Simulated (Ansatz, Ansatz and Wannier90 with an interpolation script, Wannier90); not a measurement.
# Settings in Wannier-interpolated G0W0: K2LiAlF6 (Fm-3m), part 2 of 2

How do the Wannier model and the GW settings move the interpolated bands of K2LiAlF6 (Fm-3m)?

Wannier90 4.0.3; maximally localised Wannier functions from the overlaps of LDA states (plane waves, PAW). Known limits of the many-body steps: not at the basis limit; coarse k mesh.

So far. Step 2 (Wannier model on 8×8×8, by Wannier90): Near the gap the model misses directly solved bands by 2.3 meV r.m.s. and by 45 meV at most in the window tested. This tests the starting bands, not the corrections carried with them. Step 3 (Wannier model on 8×8×8, by the program's own minimiser): Near the gap the model misses directly solved bands by 2.3 meV r.m.s. and by 45 meV at most in the window tested. This tests the starting bands, not the corrections carried with them.

## 4. Wannier model on 4×4×4, by Wannier90

This step: maximally localised Wannier functions from the overlaps of LDA states (plane waves, PAW).

Input file w.win:

```
num_iter = 1200
conv_tol = 1.0e-8
conv_window = 5
dis_num_iter = 4000
dis_conv_tol = 1.0e-8
dis_mix_ratio = 0.7
write_hr = true
use_ws_distance = false
num_print_cycles = 50
! ansatz wannier90 interface
! projections by site (counted from 0) and shell: 3 3P, 4 2P, 5 2P, 6 2P, 7 2P, 8 2P, 9 2P, 0 4S, 1 4S, 2 2S
! states of the run's bands (counted from 1): 1-59
num_bands = 59
num_wann  = 24
dis_win_min = -1.61
dis_win_max = 20.39
dis_froz_min = -1.61
dis_froz_max = 11.86
guiding_centres = true

begin unit_cell_cart
Ang
                      0.0                    3.921                    3.921
                    3.921                      0.0                    3.921
                    3.921                    3.921                      0.0
end unit_cell_cart

begin atoms_frac
K                       0.25                     0.25                     0.25
K                       0.75                     0.75                     0.75
Li                       0.5                      0.5                      0.5
Al                       0.0                      0.0                      0.0
F                     0.7689                   0.2311                   0.2311
F                     0.2311                   0.7689                   0.2311
F                     0.2311                   0.7689                   0.7689
F                     0.7689                   0.2311                   0.7689
F                     0.2311                   0.2311                   0.7689
F                     0.7689                   0.7689                   0.2311
end atoms_frac

mp_grid = 4 4 4

[... the mesh's points ...]
```

The run is started by

```
$ OMP_NUM_THREADS=1 mpirun -n 8 wannier90.x w > wannier90.x.log
```

Numbers of over 12 decimals in the logs are rounded to 6 here.

Output:

```text
[banner, memory and clock lines left out]
TEM
                                    ------

                              Lattice Vectors (Ang)
                    a_1     0.000000   3.921000   3.921000
                    a_2     3.921000   0.000000   3.921000
                    a_3     3.921000   3.921000   0.000000

                   Unit Cell Volume:     120.56480  (Ang^3)

                        Reciprocal-Space Vectors (Ang^-1)
                    b_1    -0.801222   0.801222   0.801222
                    b_2     0.801222  -0.801222   0.801222
                    b_3     0.801222   0.801222  -0.801222

 *----------------------------------------------------------------------------*
 |   Site       Fractional Coordinate          Cartesian Coordinate (Ang)     |
 +----------------------------------------------------------------------------+
 | k    1   0.25000   0.25000   0.25000   |    1.96050   1.96050   1.96050    |
 | k    2   0.75000   0.75000   0.75000   |    5.88150   5.88150   5.88150    |
 | li   1   0.50000   0.50000   0.50000   |    3.92100   3.92100   3.92100    |
 | al   1   0.00000   0.00000   0.00000   |    0.00000   0.00000   0.00000    |
 | f    1   0.76890   0.23110   0.23110   |    1.81229   3.92100   3.92100    |
 | f    2   0.23110   0.76890   0.23110   |    3.92100   1.81229   3.92100    |
 | f    3   0.23110   0.76890   0.76890   |    6.02971   3.92100   3.92100    |
 | f    4   0.76890   0.23110   0.76890   |    3.92100   6.02971   3.92100    |
 | f    5   0.23110   0.23110   0.76890   |    3.92100   3.92100   1.81229    |
 | f    6   0.76890   0.76890   0.23110   |    3.92100   3.92100   6.02971    |
 *----------------------------------------------------------------------------*
                                ------------
[...]
Sum of centres and spreads ( 82.341000, 82.341000, 82.341000 )    40.70768106

      1    -0.567E+01     2.9191439542       40.7076810574       0.39  <-- CONV
        O_D=      0.0787603 O_OD=      7.7705332 O_TOT=     40.7076811 <-- SPRD
 Delta: O_D= -0.3358660E+00 O_OD= -0.5331898E+01 O_TOT= -0.5667764E+01 <-- DLTA

             <<<     Delta < 1.000E-08  over  5 iterations     >>>
             <<< Wannierisation convergence criteria satisfied >>>

 Final State
[...]
WF centre and spread   23  (  5.881500,  5.881500,  5.881500 )     4.09961613
  WF centre and spread   24  (  3.921000,  3.921000,  3.921000 )     2.69056708
  Sum of centres and spreads ( 82.341000, 82.341000, 82.341000 )    37.20871601

         Spreads (Ang^2)       Omega I      =    32.858387590
        ================       Omega D      =     0.036645984
                               Omega OD     =     4.313682436
    Final Spread (Ang^2)       Omega Total  =    37.208716009

 Writing checkpoint file w.chk... done

 *---------------------------------------------------------------------------*
 |                               PLOTTING                                    |
 *---------------------------------------------------------------------------*

 *===========================================================================*
 |                             TIMING INFORMATION                            |
 *===========================================================================*
 |    Tag                                                Ncalls      Time (s)|
 |---------------------------------------------------------------------------|
 |kmesh: get                                        :         1         0.016|
 |overlap: read                                     :         1         0.978|
 |dis: main                                         :         1         0.428|
 |wann: main                                        :         1         0.251|
 |plot: main                                        :         1         0.075|
 *---------------------------------------------------------------------------*
 All done: wannier90 exiting
```

Run time: 2.5 s. Hardware: 8 MPI ranks of Arm Neoverse V2, shared host.

This step gave:

```yaml
gauge_invariant_spread: 32.86 Å²
diagonal_spread: 0.03665 Å²
off_diagonal_spread: 4.314 Å²
total_spread: 37.21 Å²
disentanglement_steps: 56
r_m_s_interpolation_error: 0.009403 eV
r_m_s_error_near_the_gap: 0.01081 eV
```

Near the gap the model misses directly solved bands by 10.8 meV r.m.s. and by 125 meV at most in the window tested. This tests the starting bands, not the corrections carried with them.

Frozen up to 9.94 eV; above it the model need not follow the bands. Electronic bands along the path, in eV, zero at the valence-band top; v1 is the highest filled band, c1 the lowest empty one:

| point | v4 | v3 | v2 | v1 | c1 | c2 | c3 | c4 |
| --- | --- | --- | --- | --- | --- | --- | --- | --- |
| Γ | -0.44 | 0.00 | 0.00 | 0.00 | 7.54 | 13.53 | 14.11 | 14.11 |
| X | -0.67 | -0.58 | -0.58 | -0.02 | 10.45 | 11.26 | 13.35 | 13.37 |
| U | -0.63 | -0.50 | -0.43 | -0.13 | 10.92 | 11.14 | 11.90 | 13.52 |
| jump to K | -0.63 | -0.50 | -0.43 | -0.13 | 10.92 | 11.14 | 11.90 | 13.52 |
| Γ | -0.44 | 0.00 | 0.00 | 0.00 | 7.54 | 13.53 | 14.11 | 14.11 |
| L | -0.51 | -0.27 | -0.27 | -0.21 | 9.52 | 10.22 | 13.89 | 14.34 |
| W | -0.70 | -0.59 | -0.25 | -0.25 | 11.45 | 11.48 | 11.48 | 12.58 |
| X | -0.67 | -0.58 | -0.58 | -0.02 | 10.45 | 11.26 | 13.35 | 13.37 |

The same for Kohn-Sham, solved directly:

| point | v4 | v3 | v2 | v1 | c1 | c2 | c3 | c4 |
| --- | --- | --- | --- | --- | --- | --- | --- | --- |
| Γ | -0.44 | 0.00 | 0.00 | 0.00 | 7.54 | 10.01 | 10.01 | 10.26 |
| X | -0.67 | -0.58 | -0.58 | -0.02 | 10.10 | 10.76 | 11.07 | 11.13 |
| U | -0.62 | -0.50 | -0.43 | -0.13 | 10.42 | 10.60 | 10.86 | 11.36 |
| K | -0.62 | -0.50 | -0.43 | -0.13 | 10.42 | 10.60 | 10.86 | 11.36 |
| Γ | -0.44 | 0.00 | 0.00 | 0.00 | 7.54 | 10.01 | 10.01 | 10.26 |
| L | -0.51 | -0.27 | -0.27 | -0.21 | 9.52 | 9.96 | 11.13 | 11.13 |
| W | -0.70 | -0.59 | -0.25 | -0.25 | 10.74 | 10.74 | 10.91 | 10.98 |
| X | -0.67 | -0.58 | -0.58 | -0.02 | 10.10 | 10.76 | 11.07 | 11.13 |

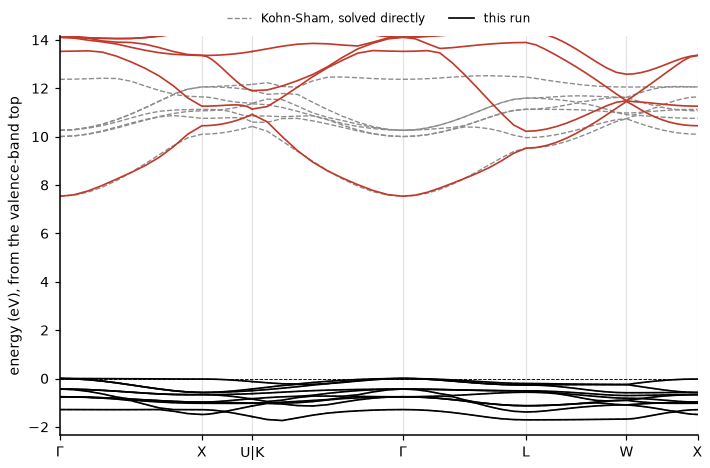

Electronic bands along the path; lines of filled and empty bands in two colours; dashed: Kohn-Sham, solved directly.

## 5. A faulty Wannier input

This step: maximally localised Wannier functions, LDA, plane waves, PAW.

Input file input.yaml:

```yaml
crystal:
  lattice:
    - [0.0, 3.921, 3.921]
    - [3.921, 0.0, 3.921]
    - [3.921, 3.921, 0.0]
  atoms:
    - { symbol: K, position: [0.25, 0.25, 0.25] }
    - { symbol: K, position: [0.75, 0.75, 0.75] }
    - { symbol: Li, position: [0.5, 0.5, 0.5] }
    - { symbol: Al, position: [0.0, 0.0, 0.0] }
    - { symbol: F, position: [0.7689, 0.2311, 0.2311] }
    - { symbol: F, position: [0.2311, 0.7689, 0.2311] }
    - { symbol: F, position: [0.2311, 0.7689, 0.7689] }
    - { symbol: F, position: [0.7689, 0.2311, 0.7689] }
    - { symbol: F, position: [0.2311, 0.2311, 0.7689] }
    - { symbol: F, position: [0.7689, 0.7689, 0.2311] }
kpoints:
  mp_grid: { grid: [4, 4, 4] }
hamiltonian:
  xc: lda
scf:
  occupations: { method: fixed }
  n_extra_bands: 64
output:
  wannier:
    kmesh: [4, 4, 4]
    projections:
      - { species: Al, l: p, shell: 3 }
      - { species: F, l: p, shell: 2 }
      - { species: K, l: s, shell: 4 }
      - { species: Li, l: s, shell: 2 }
    minimise: true
    write_hr: true
    seedname: w
    conv_tol: 1.0e-06
    max_iter: 3
    stability_check: false
    disentanglement:
      window: [-1.61, 20.39]
      frozen_window: [-1.61, 11.86]
      conv_tol: 1.0e-08
```

The run is started by

```
$ ansatz run input.yaml --threads 8 --pin off --max-ram 18432MiB --backend cpu --events-out ev --progress --plain --runs-dir out
```

Output:

```text
Error: invalid value for `output.wannier.max_iter`: must be ≥ 5; got 3
```

The job ended after 0.07 s (8 threads; peak memory 0.083 GiB).

The input was rejected at the start.

The program's message: “Error: invalid value for `output.wannier.max_iter`: must be ≥ 5; got 3”

The fault put into this input: too few iterations.

## 6. G0W0: 4×4×4 mesh, 453 empty bands, screening to 140 eV

Now the one-shot GW correction: screening in the RPA, then the self-energy of the levels asked for.

This step: G0W0 on LDA, plane waves, PAW.

input.yaml, the sections that differ from step 5:

```yaml
scf:
  occupations: { method: fixed }
gw:
  n_empty_bands: 453
  ecut_chi: 140.0
  qp_bands: [v17, c2]
  screening: { model: contour_deformation }
# crystal, kpoints, hamiltonian: as in step 5
# output: removed
```

Output:

```text
[...]
Crystal: 10 atoms, lattice volume = 120.565 Å³
Basis set: ecut = 420 eV, 2397 PW (Γ)
Bands: 43, of which v1, the nominal top of the filled ones, is band 33 counted from 1 (32 counted from 0)
Symmetry: 48 space group operations
[...]
k-points: 8 of 64
[...]
0    24      0.6351   -31.3947     5.1462   -23.8704  0.8128    -1.7889    -1.7430  root
[...]
7    32      1.6689   -31.7244     5.4241   -23.9260  0.8092    -0.7528    -0.7055  root
     7    33      1.6689   -31.7244     5.4241   -23.9260  0.8092    -0.7528    -0.7055  root
     7    34     12.6609    -8.1537    -3.5053   -14.0227  0.8751    15.0531    15.0247  root
     7    35     12.6609    -8.1537    -3.5053   -14.0227  0.8751    15.0531    15.0247  root
[key lines of the parts left out:]
SCF converged after 7 iterations
Free energy (F): -8485.813846 eV
Fermi energy:    1.919577 eV
```

Elapsed: 2.6 min, on 8 threads; peak memory 3.1 GiB; 19 min of CPU time.

The G0W0 gap on the mesh is 11.812 eV.

## 7. G0W0: 2×2×2 mesh, 453 empty bands, screening to 140 eV

input.yaml, as its differences from that of step 6:

```diff
@@ -17,3 +17,3 @@
 kpoints:
-  mp_grid: { grid: [4, 4, 4] }
+  mp_grid: { grid: [2, 2, 2] }
 hamiltonian:
```

Output:

```text
[...]
Crystal: 10 atoms, lattice volume = 120.565 Å³
Basis set: ecut = 420 eV, 2397 PW (Γ)
Bands: 43, of which v1, the nominal top of the filled ones, is band 33 counted from 1 (32 counted from 0)
Symmetry: 48 space group operations
[...]
k-points: 3 of 8
[...]
0    24      0.6416   -31.4410     5.1825   -23.8694  0.8120    -1.7946    -1.7475  root
[...]
2    32      1.3483   -31.1377     5.4098   -23.2941  0.8087    -1.1374    -1.0857  root
     2    33      1.9047   -32.1829     5.4793   -24.3565  0.8085    -0.4883    -0.4424  root
     2    34     12.0235    -8.2790    -3.4403   -14.0014  0.8749    14.3317    14.3055  root
     2    35     12.6795    -8.8224    -3.6851   -14.8152  0.8731    15.0159    14.9872  root
[key lines of the parts left out:]
SCF converged after 7 iterations
Free energy (F): -8485.789921 eV
Fermi energy:    1.926349 eV
```

Elapsed: 17 s, on 8 threads; peak memory 1.4 GiB; 1.8 min of CPU time.

The G0W0 gap on the mesh is 11.837 eV.

## 8. G0W0: 4×4×4 mesh, 210 empty bands, screening to 84 eV

input.yaml, as its differences from that of step 7:

```diff
@@ -17,3 +17,3 @@
 kpoints:
-  mp_grid: { grid: [2, 2, 2] }
+  mp_grid: { grid: [4, 4, 4] }
 hamiltonian:
@@ -23,4 +23,4 @@
 gw:
-  n_empty_bands: 453
-  ecut_chi: 140.0
+  n_empty_bands: 210
+  ecut_chi: 84
   qp_bands: [v17, c2]
```

Output:

```text
[...]
Crystal: 10 atoms, lattice volume = 120.565 Å³
Basis set: ecut = 420 eV, 2397 PW (Γ)
Bands: 43, of which v1, the nominal top of the filled ones, is band 33 counted from 1 (32 counted from 0)
Symmetry: 48 space group operations
[...]
k-points: 8 of 64
[...]
0    24      0.6351   -31.3947     5.2773   -23.8704  0.8170    -1.6535    -1.6119  root
[...]
7    32      1.6689   -31.7244     5.5172   -23.9260  0.8141    -0.6563    -0.6124  root
     7    33      1.6689   -31.7244     5.5172   -23.9260  0.8141    -0.6563    -0.6124  root
     7    34     12.6609    -8.1537    -3.4041   -14.0227  0.8771    15.1579    15.1259  root
     7    35     12.6609    -8.1537    -3.4041   -14.0227  0.8771    15.1579    15.1259  root
[key lines of the parts left out:]
SCF converged after 7 iterations
Free energy (F): -8485.813846 eV
Fermi energy:    1.919577 eV
```

It took 36 s on 8 threads; peak memory 1.3 GiB; 4.2 min of CPU time.

The G0W0 gap on the mesh is 11.736 eV.

## 9. G0W0: 4×4×4 mesh, 453 empty bands, screening to 140 eV, plasmon pole

input.yaml, as its differences from that of step 8:

```diff
@@ -23,5 +23,5 @@
 gw:
-  n_empty_bands: 210
-  ecut_chi: 84
+  n_empty_bands: 453
+  ecut_chi: 140.0
   qp_bands: [v17, c2]
-  screening: { model: contour_deformation }
+  screening: { model: godby_needs }
```

Output:

```text
[...]
Crystal: 10 atoms, lattice volume = 120.565 Å³
Basis set: ecut = 420 eV, 2397 PW (Γ)
Bands: 43, of which v1, the nominal top of the filled ones, is band 33 counted from 1 (32 counted from 0)
Symmetry: 48 space group operations
[...]
k-points: 8 of 64
[...]
0    24      0.6351   -31.3947     5.1811   -23.8704  0.8210    -1.7399    -1.7082  root
[...]
7    32      1.6689   -31.7244     5.4532   -23.9260  0.8173    -0.7074    -0.6762  root
     7    33      1.6689   -31.7244     5.4532   -23.9260  0.8173    -0.7074    -0.6762  root
     7    34     12.6609    -8.1537    -3.4597   -14.0227  0.8814    15.0887    15.0703  root
     7    35     12.6609    -8.1537    -3.4597   -14.0227  0.8814    15.0887    15.0703  root
[key lines of the parts left out:]
SCF converged after 7 iterations
Free energy (F): -8485.813846 eV
Fermi energy:    1.919577 eV
```

Run time: 4.3 min. Hardware: 8 threads; peak memory 3.1 GiB; 33 min of CPU time.

The G0W0 gap on the mesh is 11.799 eV.

## 10. Interpolated results

Times are wall times on 8 threads of Arm Neoverse V2, shared host, good to a factor of about two.

| GW mesh | empty bands | cutoff (eV) | frequency | gap on mesh (eV) | gap over zone (eV) | direct gap (eV) | valence width (eV) | GW time |
| --- | --- | --- | --- | --- | --- | --- | --- | --- |
| 4×4×4 | 453 | 140 | contour deformation | 11.812 | 11.812 | 11.812 | 3.689 | 2.6 min |
| 2×2×2 | 453 | 140 | contour deformation | 11.837 | 11.842 | 11.842 | 3.680 | 17 s |
| 4×4×4 | 210 | 84 | contour deformation | 11.736 | 11.736 | 11.736 | 3.689 | 36 s |
| 4×4×4 | 453 | 140 | plasmon pole | 11.799 | 11.799 | 11.799 | 3.750 | 4.3 min |

## 11. Outcome

```
4×4×4 mesh, 453 empty bands, screening to 140 eV               : 11.81 eV
2×2×2 mesh, 453 empty bands, screening to 140 eV               : 11.84 eV
4×4×4 mesh, 210 empty bands, screening to 84 eV                : 11.74 eV
4×4×4 mesh, 453 empty bands, screening to 140 eV, plasmon pole : 11.80 eV
```

In words: The largest change, −0.08 eV in the gap over the zone, comes with 4×4×4 mesh, 210 empty bands, screening to 84 eV. The first run is a reference, not a converged one, and where a row moves several settings no single cause can be named. Rows on another GW mesh add that mesh's corrections to the bands of the one model. The program's own minimiser ends at the same spread as the first model, 40.3 Å², from the same trial orbitals; this need not be the lowest minimum. Coarser Wannier mesh (4×4×4): the miss near the gap goes from 2 (the model on 8×8×8) to 11 meV and the total spread from 40.3 to 37.2 Å². With 2×2×2 mesh, 453 empty bands, screening to 140 eV the gap over the zone moves by +0.03 eV and that on the mesh by +0.02 eV. With 4×4×4 mesh, 210 empty bands, screening to 84 eV the gap over the zone moves by −0.08 eV and that on the mesh by −0.08 eV. With 4×4×4 mesh, 453 empty bands, screening to 140 eV, plasmon pole the gap over the zone moves by −0.01 eV and that on the mesh by −0.01 eV. Gaps over the zone and on the mesh differ where an edge lies off the mesh, or where a GW run starts from another density: the starting gap over the zone is 7.536 eV, on the GW meshes it is 7.536 eV and 7.531 eV.

[Paths, hosts, dates, memory and timing lines, banners, echoed tables and standing remarks are left out of the program output.]

[Logs are printed without paths, hosts, clocks, repeated set-up lines and the standing remarks that a program may print on its own settings, such as how far it seeks lower states.]

[Runs of the session that timed out or met a known fault of the program may be left out.]

[Hosts, paths, dates, database ids (printed as entryN), source tags and the programs' standing remarks are cut or masked in the printed files.]
